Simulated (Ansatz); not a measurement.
The figure comes from a scan of BN (zinc blende): volume and axial ratio are varied about the relaxed values (subscript 0). These are r2SCAN (plane waves to 500 eV, PAW, scalar-relativistic; Ansatz, a program for electronic structure) values and carry that method's errors. k mesh 16×16×16 (Γ-centred), Fermi-Dirac smearing 0.05 eV. Energies are smeared free energies. BN was relaxed with its symmetry unable to fall. The zero of ΔE is the relaxed starting cell.

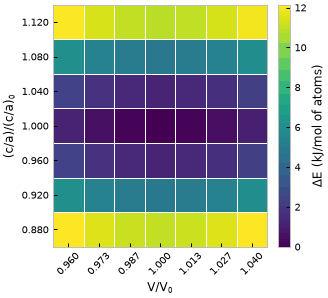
Figure: ΔE (kJ/mol of atoms), one tile a computed point.

Problem. Read the plotted values off the figure, to the accuracy that the plot allows.

Solution. To the nearest 2:

ΔE (kJ/mol of atoms), with V/V₀ across and (c/a)/(c/a)₀ down:

| (c/a)/(c/a)₀ \ V/V₀ | 0.960 | 0.973 | 0.987 | 1.000 | 1.013 | 1.027 | 1.040 |
|---|---|---|---|---|---|---|---|
| 0.880 | 12 | 12 | 12 | 12 | 12 | 12 | 12 |
| 0.920 | 6 | 6 | 6 | 4 | 6 | 6 | 6 |
| 0.960 | 2 | 2 | 2 | 2 | 2 | 2 | 2 |
| 1.000 | 2 | 0 | 0 | 0 | 0 | 0 | 2 |
| 1.040 | 2 | 2 | 2 | 2 | 2 | 2 | 2 |
| 1.080 | 6 | 6 | 4 | 4 | 4 | 6 | 6 |
| 1.120 | 12 | 12 | 12 | 10 | 12 | 12 | 12 |

(Under strain, the slope of the energy per volume gives the stress and its curvature an elastic modulus.)
